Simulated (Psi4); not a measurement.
**C3HF3 (SMILES C#CC(F)(F)F): HF/3-21G**

What is the energy change on altering one bond length of C3HF3 at HF/3-21G? 

The calculation is run with Psi4 1.11.

## Step 1: The molecule

C3HF3 has 7 atoms, charge 0, and is taken as a singlet. As SMILES, `C#CC(F)(F)F`. The coordinates come from a PBE0-D4/def2-TZVP relaxation.

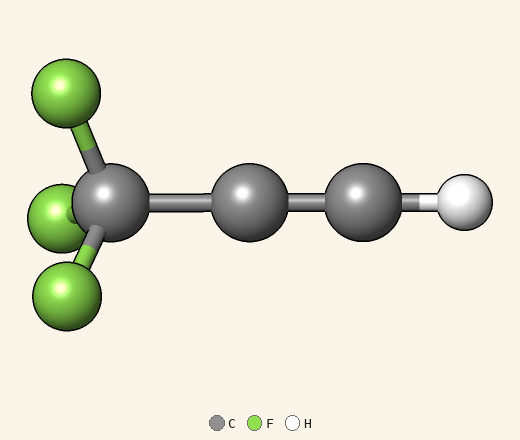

Viewed from a chosen angle; carbon grey, fluorine green, hydrogen white.

## Step 2: The energy at HF/3-21G

Contents of job.py:

```python
import psi4

psi4.set_memory('2200 MB')
psi4.set_num_threads(1)
psi4.core.set_output_file('c3hf3.out', False)

molecule = psi4.geometry("""
0 1
C      1.240120    -1.224310     0.056870
C      0.389860    -0.384860     0.017830
C     -0.649470     0.641190    -0.029790
F     -1.829820     0.117340    -0.368360
F     -0.353670     1.586810    -0.924540
F     -0.794980     1.236310     1.156350
H      1.997970    -1.972480     0.091640
units angstrom
symmetry c1
no_reorient
no_com
""")

psi4.set_options(dict(basis='3-21G', puream=True, e_convergence=1e-09, d_convergence=1e-08, scf_type='pk'))

e_tot, wfn = psi4.energy('scf', molecule=molecule, return_wfn=True)
psi4.oeprop(wfn, 'MULLIKEN_CHARGES', 'QUADRUPOLE', 'MAYER_INDICES', title='SCF')
print('E =', round(e_tot, 9))
```

On the command line:

```console
$ python job.py
```

c3hf3.out:

```text
[...]
  Running in c1 symmetry.
[...]
  Nuclear repulsion =  231.021486174478355
[...]
  Multiplicity = 1
[...]
  Nalpha       = 23
  Nbeta        = 23
[...]
    Number of basis functions: 56
[...]
   @RHF iter   1:  -410.07533058316039   -8.47408e-01   8.87017e-03 DIIS/ADIIS
[...]
   @RHF iter  11:  -410.19596195048246   -1.08002e-12   3.58067e-09 DIIS
[...]
    Orbital Energies [Eh]
    ---------------------
    Doubly Occupied:
       1A    -26.221135     2A    -26.219804     3A    -26.219803
       4A    -11.493566     5A    -11.241376     6A    -11.229256
       7A     -1.744915     8A     -1.639035     9A     -1.639033
      10A     -1.104550    11A     -0.990094    12A     -0.869176
      13A     -0.819698    14A     -0.819697    15A     -0.755905
      16A     -0.697721    17A     -0.697720    18A     -0.652575
      19A     -0.652574    20A     -0.642099    21A     -0.623895
      22A     -0.457839    23A     -0.457839
[...]
  @RHF Final Energy:  -410.19596195048246
   => Energetics <=
    Nuclear Repulsion Energy =            231.0214861744783548
    One-Electron Energy =               -1026.6562853806979092
    Two-Electron Energy =                 385.4388372557370985
    Total Energy =                       -410.1959619504824559
[...]
 Multipole Moments:
 ------------------------------------------------------------------------------------
     Multipole            Electronic (a.u.)      Nuclear  (a.u.)        Total (a.u.)
 ------------------------------------------------------------------------------------
 L = 1.  Multiply by 2.5417464519 to convert [e a0] to [Debye]
 Dipole X            :         36.6114387          -35.7634449            0.8479938
 Dipole Y            :        -36.1443973           35.3072272           -0.8371701
 Dipole Z            :          1.6788904           -1.6399988            0.0388916
 Magnitude           :                                                    1.1922499
 L = 2.  Multiply by 1.3450342976 to convert [e a0^2] to [Debye ang]
 Quadrupole XX       :       -213.9872054          191.4445517          -22.5426537
 Quadrupole XY       :        112.6372696         -115.2682374           -2.6309678
[...]
  Mulliken Charges: (a.u.)
   Center  Symbol    Alpha    Beta     Spin     Total
       1     C     3.14494  3.14494  0.00000 -0.28988
       2     C     3.09984  3.09984  0.00000 -0.19968
       3     C     2.37922  2.37922  0.00000  1.24156
       4     F     4.68857  4.68857  0.00000 -0.37715
       5     F     4.68858  4.68858  0.00000 -0.37715
       6     F     4.68857  4.68857  0.00000 -0.37715
       7     H     0.31028  0.31028  0.00000  0.37944
   Total alpha = 23.00000, Total beta = 23.00000, Total charge =  0.00000
  Mayer Bond Indices:
[...]
```

On the terminal:

```text
E = -410.19596195
```

Run time: 1.2 s. Hardware: 1 thread of AMD EPYC 9R45 (Zen 5), shared host; peak memory 0.2 GiB.

## Step 3: The distorted shape, same level

Contents of run_ase.py:

```python
import numpy as np
from ase.calculators.psi4 import Psi4
from ase import Atoms

atoms = Atoms(['C', 'C', 'C', 'F', 'F', 'F', 'H'], positions=[
    [1.283771, -1.402836, -0.298953],
    [0.433511, -0.563386, -0.337993],
    [-0.605819, 0.462664, -0.385613],
    [-1.786169, -0.061186, -0.724183],
    [-0.310019, 1.408284, -1.280363],
    [-0.794980, 1.236310, 1.156350],
    [2.041621, -2.151006, -0.264183],
])
calc = Psi4(atoms=atoms, method='hf', basis='3-21G', memory='2200MB', num_threads=1, charge=0, multiplicity=1, label='psi4-calc')
calc.psi4.set_options({'puream': True, 'e_convergence': 1e-09, 'd_convergence': 1e-08, 'scf_type': 'pk'})
atoms.calc = calc

print(f'energy: {atoms.get_potential_energy():.6f} eV')
```

On the command line:

```console
$ python run_ase.py
```

psi4-calc.dat:

```text
[...]
  Running in c1 symmetry.
[...]
  Nuclear repulsion =  218.459156736790419
[...]
  Multiplicity = 1
[...]
  Nalpha       = 23
  Nbeta        = 23
[...]
    Number of basis functions: 56
[...]
   @RHF iter   1:  -409.95651963298155   -1.26647e+00   1.01795e-02 DIIS/ADIIS
[...]
   @RHF iter  14:  -410.12750284744249   -1.53477e-12   3.60982e-09 DIIS
[...]
    Orbital Energies [Eh]
    ---------------------
    Doubly Occupied:
       1A    -26.249354     2A    -26.248559     3A    -26.140910
       4A    -11.518375     5A    -11.257764     6A    -11.246674
       7A     -1.733100     8A     -1.657635     9A     -1.494857
      10A     -1.117338    11A     -0.998655    12A     -0.857473
      13A     -0.806925    14A     -0.786051    15A     -0.767335
      16A     -0.700621    17A     -0.673771    18A     -0.670218
      19A     -0.591434    20A     -0.590027    21A     -0.563275
      22A     -0.470754    23A     -0.466658
[...]
  @RHF Final Energy:  -410.12750284744249
   => Energetics <=
    Nuclear Repulsion Energy =            218.4591567367904190
    One-Electron Energy =               -1001.9577916438163356
    Two-Electron Energy =                 373.3711320595834309
    Total Energy =                       -410.1275028474424857
[...]
 Multipole Moments:
 ------------------------------------------------------------------------------------
     Multipole            Electronic (a.u.)      Nuclear  (a.u.)        Total (a.u.)
 ------------------------------------------------------------------------------------
 L = 1.  Multiply by 2.5417464519 to convert [e a0] to [Debye]
 Dipole X            :         -2.8701810            3.8454341            0.9752531
 Dipole Y            :          2.7316140           -3.8723206           -1.1407066
 Dipole Z            :         -0.4009365           -0.0243606           -0.4252971
 Magnitude           :                                                    1.5598743
[...]
```

Standard output:

```text
energy: -11160.137799 eV
```

Run time: 1.1 s. Hardware: 1 thread of AMD EPYC 9R45 (Zen 5), shared host; peak memory 0.21 GiB.

## Step 4: Outcome

Level: HF/3-21G.

| quantity | value |
| --- | --- |
| first shape: total energy | -410.19596 Eh |
| first shape: dipole moment | 3.03 D |
| first shape: HOMO energy | -12.46 eV |
| first shape: LUMO energy | 4.30 eV |
| first shape: HOMO–LUMO gap | 16.76 eV |
| distorted shape: total energy | -410.12750 Eh |
| distorted shape: dipole moment | 3.96 D |
| distorted shape: HOMO energy | -12.70 eV |
| distorted shape: LUMO energy | 2.54 eV |
| distorted shape: HOMO–LUMO gap | 15.24 eV |
| energy change with the C3–F6 bond stretched from 1.335 to 1.735 Å | 1.863 eV |

**Reading.** With the C3–F6 bond stretched from 1.335 to 1.735 Å the energy rises by 1.86 eV (43 kcal/mol). The first shape isn't relaxed at this level, so the change isn't measured from a minimum. With no_com the log's rotational constants are taken about the origin, not the centre of mass, so they aren't the molecule's. Mulliken charges (first shape) run from -0.38 on F4 to +1.24 on C3.
